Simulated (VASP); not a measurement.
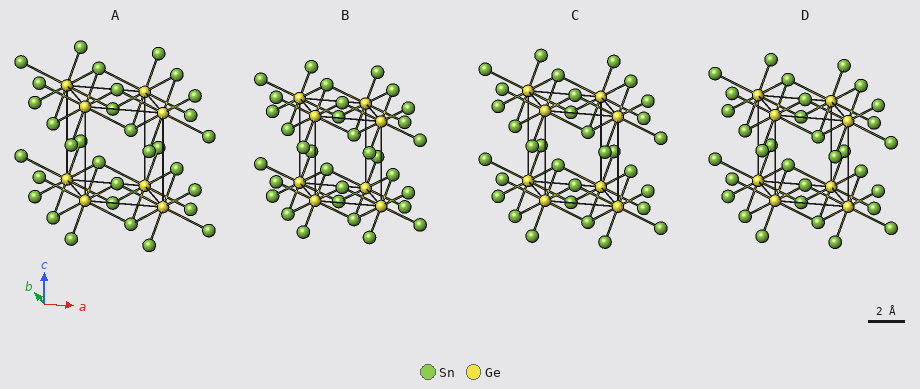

4 geometries from one relaxation of a crystal of Sn$_{2}$Ge (a generated structure, set up in P-3m1), in shuffled order. The picture is a ball-and-stick view of the cell of the calculation, seen slightly off an axis.

The run lets cell and atoms move.

All numbers below come from Kohn-Sham DFT of a periodic cell, PBE, VASP PAW PBE potentials, recommended (VASP). Set-up: plane-wave cutoff 520 eV; k-point mesh 6 × 6 × 4; occupations gaussian; smearing width 0.15 eV; no spin polarisation.

> Put them in the order of the run, from the start to the converged end.

B, A, C, D. They are steps 0, 1, 2, 14, at +1.441 eV per cell of the calculation, +0.504 eV per cell of the calculation, +43.2 meV per cell of the calculation relative to the last. The largest moves relative to the cell, 0.17 Å, are those of Sn atoms. Ge stays in place. The drawn cell changes as follows: a = b 3.886 → 4.295 Å (+10.5 %), c 4.938 → 4.994 Å (+1.1 %); the volume changes by +23.5 %. Among the contacts that change: Ge–Sn 2.561 → 2.856 Å. The space group stays P-3m1 (No. 164). Over 14 geometry steps the energy falls by 1.441 eV per cell of the calculation. Largest force component: 3.1 eV/Å at the start, 0.068 eV/Å at the end. Pressure: 24.09 GPa at the start and −0.14 GPa at the end. The volume changes by over a tenth within one run on a fixed set of plane waves, so the end point should be relaxed again from the new cell. It ran on 1 thread of AMD EPYC 9R14 (Zen 4) (shared host).
